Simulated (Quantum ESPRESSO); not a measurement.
# MnPSe3: which magnetic order is lowest

Aim: find out which collinear order of MnPSe3 costs least.

Calculated with Quantum ESPRESSO 7.5; PBEsol; plane waves with GBRV 1.5 PBEsol potentials, no spin-orbit coupling.

Experimental background.

For MnPSe3, layered rhombohedral (polycrystalline, solid-state reaction, 15 K), “Local spin structure in the layered van der Waals materials MnPSxSe3-x” (2024, arxiv:2404.02328) gives, by neutron magnetic PDF: moment (ordered moment per Mn) 4.666 ± 0.149 μB [moment from magnetic PDF fit on powder].

This is a report of a sequence of runs, with most program output left out.

## (1) Set-up

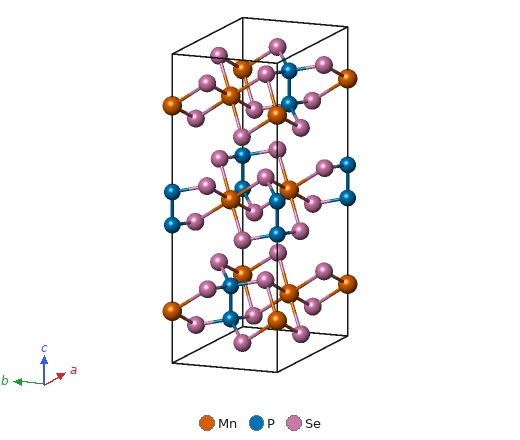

Start, viewed from a free direction; manganese orange, phosphorus blue, selenium pink. This picture shows the conventional cell, with its axes. Some periodic images of atoms are drawn too.

The cell comes from Materials Project 2023-11-01, a database of computed structures, and need not be the stable phase.

## (2) Start 1: ferro ++

The signs are those of the starting moments on the seeded atoms, the atoms that are given a moment.

pw.in

```
&CONTROL
  calculation = 'scf'
  prefix = 'pwscf'
  outdir = './tmp'
  pseudo_dir = './pseudo'
  disk_io = 'nowf'
/
&SYSTEM
  ibrav = 0
  nat = 10
  ntyp = 3
  ecutwfc = 40
  ecutrho = 280
  nbnd = 56
  occupations = 'smearing'
  smearing = 'fd'
  degauss = 0.00367493
  nspin = 2
  starting_magnetization(1) = 0.3
  starting_magnetization(2) = 0
  starting_magnetization(3) = 0
/
&ELECTRONS
  conv_thr = 2d-08
  electron_maxstep = 150
  mixing_beta = 0.3
/
ATOMIC_SPECIES
Mn     54.9380 mn_pbesol_v1.5.uspp.F.UPF
P      30.9738 p_pbesol_v1.5.uspp.F.UPF
Se     78.9710 se_pbesol_v1.uspp.F.UPF
CELL_PARAMETERS angstrom
   3.1997804373    1.8473940968    6.9054975756
  -3.1997804373    1.8473940968    6.9054975756
   0.0000000000   -3.6947881936    6.9054975756
ATOMIC_POSITIONS crystal
Mn      0.8323828600    0.8323828600    0.8323828600
Mn      0.1676171400    0.1676171400    0.1676171400
P       0.5535793900    0.5535793900    0.5535793900
P       0.4464206100    0.4464206100    0.4464206100
Se      0.4151439300    0.7494138000    0.0889330100
Se      0.0889330100    0.4151439300    0.7494138000
Se      0.7494138000    0.0889330100    0.4151439300
Se      0.5848560700    0.2505862000    0.9110669900
Se      0.9110669900    0.5848560700    0.2505862000
Se      0.2505862000    0.9110669900    0.5848560700
K_POINTS automatic
4 4 4 0 0 0
```

The run is started by

```console
$ OMP_NUM_THREADS=1 mpirun -n 4 pw.x -nk 4 -in pw.in > pw.out
```

Wall time 90 s (4 MPI ranks of Intel Xeon Platinum 8375C at 2.90GHz (Ice Lake), shared host); peak memory 1.3 GiB; 6 min of CPU time.

Spin moment in the atom's sphere by atom:

```csv
atom,spin moment in the atom's sphere (μB)
Mn1,4.30
Mn2,4.30
P3,0.03
P4,0.03
Se5,0.04
Se6,0.04
Se7,0.04
Se8,0.04
Se9,0.04
Se10,0.04
```

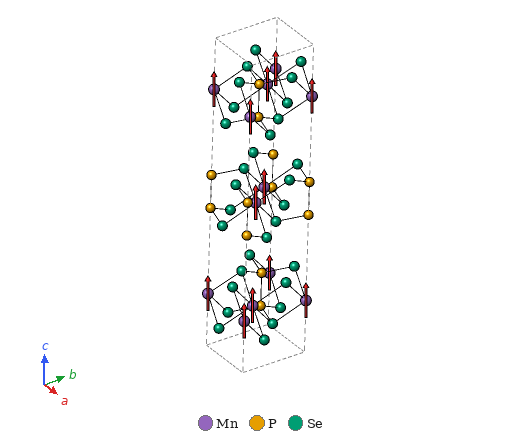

Spin moment in the atom's sphere as arrows, the longest 4.30 μB. Up and down stand for the sign. Arrows give size and sign along the axis of quantisation, drawn up and down the page. Some periodic images of atoms are drawn too.

Numbers from this step:

```yaml
smearing_term_ts: 0.01093 eV
magnetization: 9.946 μB
absolute_magnetization: 9.947 μB
final_state: ferromagnetic
```

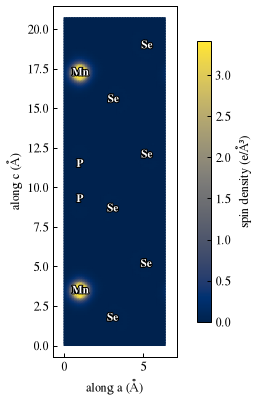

Spin density in the ac plane of the conventional cell at fractional y = 0.000, with atoms of Mn and P and Se within 0.2 Å of it. The map starts off the cell's origin, so that atoms lie inside it.

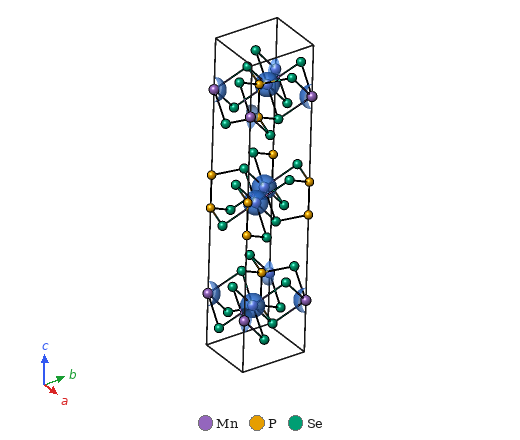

Surface of spin density = 0.4 e/Å³, which holds about 70 % of the integral of its size.

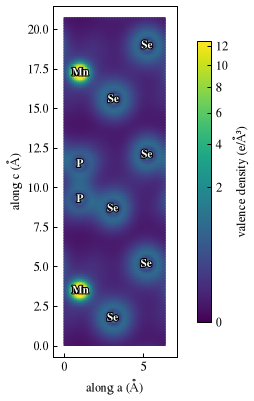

Valence density in the ac plane of the conventional cell at fractional y = 0.000, with atoms of Mn and P and Se within 0.2 Å of it. It is the smooth field of the valence electrons, not physical close to the nuclei. The map starts off the cell's origin, so that atoms lie inside it. The colour scale is stretched toward low values.

## (3) Start 2: antiferro +−

Edit pw.in of step 2 so:

```diff
@@ -10,6 +10,6 @@
   nat = 10
-  ntyp = 3
+  ntyp = 4
   ecutwfc = 40
   ecutrho = 280
-  nbnd = 56
+  nbnd = 51
   occupations = 'smearing'
@@ -19,4 +19,5 @@
   starting_magnetization(1) = 0.3
-  starting_magnetization(2) = 0
+  starting_magnetization(2) = -0.3
   starting_magnetization(3) = 0
+  starting_magnetization(4) = 0
 /
@@ -28,3 +29,4 @@
 ATOMIC_SPECIES
-Mn     54.9380 mn_pbesol_v1.5.uspp.F.UPF
+Mn1    54.9380 mn_pbesol_v1.5.uspp.F.UPF
+Mn2    54.9380 mn_pbesol_v1.5.uspp.F.UPF
 P      30.9738 p_pbesol_v1.5.uspp.F.UPF
@@ -36,4 +38,4 @@
 ATOMIC_POSITIONS crystal
-Mn      0.8323828600    0.8323828600    0.8323828600
-Mn      0.1676171400    0.1676171400    0.1676171400
+Mn1     0.8323828600    0.8323828600    0.8323828600
+Mn2     0.1676171400    0.1676171400    0.1676171400
 P       0.5535793900    0.5535793900    0.5535793900
```

Wall time 91 s (4 MPI ranks); peak memory 1.3 GiB; 6.1 min of CPU time.

Spin moment in the atom's sphere by atom:

| atom | spin moment in the atom's sphere (μB) |
| --- | --- |
| Mn1 | 4.23 |
| Mn2 | -4.23 |
| P3 | 0.00 |
| P4 | 0.00 |
| Se5 | 0.00 |
| Se6 | 0.00 |
| Se7 | 0.00 |
| Se8 | 0.00 |
| Se9 | 0.00 |
| Se10 | 0.00 |

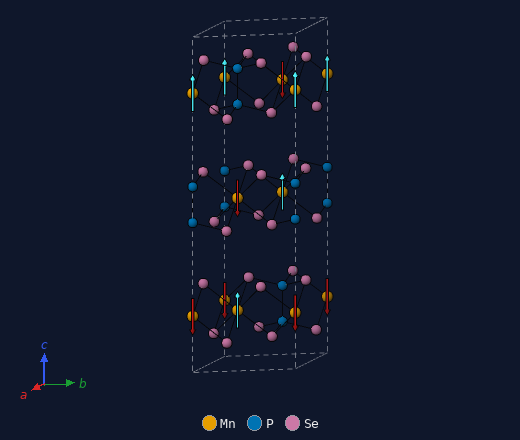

Spin moment in the atom's sphere as arrows, the longest 4.23 μB. Up and down stand for the sign. Arrows give size and sign along the axis of quantisation, drawn up and down the page. The two directions have two colours. Some periodic images of atoms are drawn too.

Numbers from this step:

* smearing term TS: 8.47e-6 eV
* magnetization: 0 μB
* absolute magnetization: 9.178 μB
* final state: antiferromagnetic

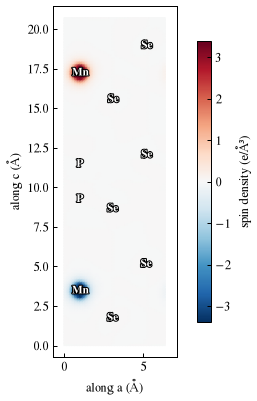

Spin density in the ac plane of the conventional cell at fractional y = 0.000, with atoms of Mn and P and Se within 0.2 Å of it. The map starts off the cell's origin, so that atoms lie inside it.

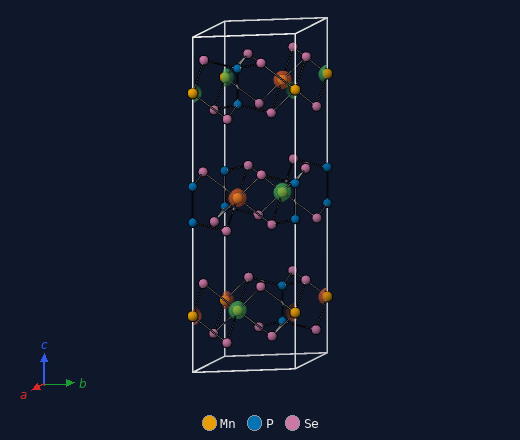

Surfaces of spin density = ±1.6 e/Å³, which hold about 50 % of the integral of its size. The two colours are the two signs.

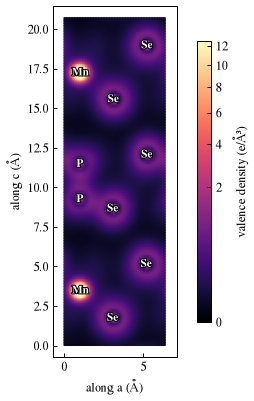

Valence density in the ac plane of the conventional cell at fractional y = 0.000, with atoms of Mn and P and Se within 0.2 Å of it. It is the smooth field of the valence electrons, not physical close to the nuclei. The map starts off the cell's origin, so that atoms lie inside it. The colour scale is stretched toward low values.

## (4) Energies of the orders

An order is kept where moments of 0.15 μB or more survive with the typed signs; meshes match where a doubled cell samples the same k points as the first cell.

Orders:

```
       start        final state  typed order kept  energy over the lowest (meV a seeded atom)  largest site moment (μB)  net moment (μB a cell of the first run)  mesh matched  CPU time (s)
    ferro ++      ferromagnetic               yes                                       80.69                     4.302                                    9.946           yes         358.1
antiferro +-  antiferromagnetic               yes                                           0                     4.234                                        0           yes         363.9
```

## (5) Summary of results

```
lowest state found      : antiferromagnetic (from antiferro +-)
largest site moment     : 4.23 μB
next state with moments : ferromagnetic, 80.7 meV a seeded atom higher
```

**Reading.** This is the lowest of 2 collinear or spinless starts, no proof of the ground state. A computed site moment is spin alone and hangs on the region that is counted: the program's spheres do not touch and miss the tail of the moment. Measured moments hold any orbital part as well, and belong to the order of the sample, which need not be the order of this run.

Comparison with the measured values:

| quantity | measured | in the sphere |
| --- | --- | --- |
| moment (Mn) (μB) | 4.666 | 4.23 (-9.3 %) |

Measured values from arxiv:2404.02328 (2024).

How well it matches: The moment is off by -9.3 %. No cell relaxation is part of this session.

[Logs and program files are shortened in this print: banners, set-up blocks, solver, clock and traceback lines can be left out without a mark of their own.]

[Logs are printed without paths, hosts, clocks, repeated set-up lines and the standing remarks that a program may print on its own settings, such as how far it seeks lower states.]

[Hosts, paths, dates, database ids (printed as entryN), source tags and the programs' standing remarks are cut or masked in the printed files.]

[Where a cell is said to come from a database of computed structures, the database is the Materials Project.]
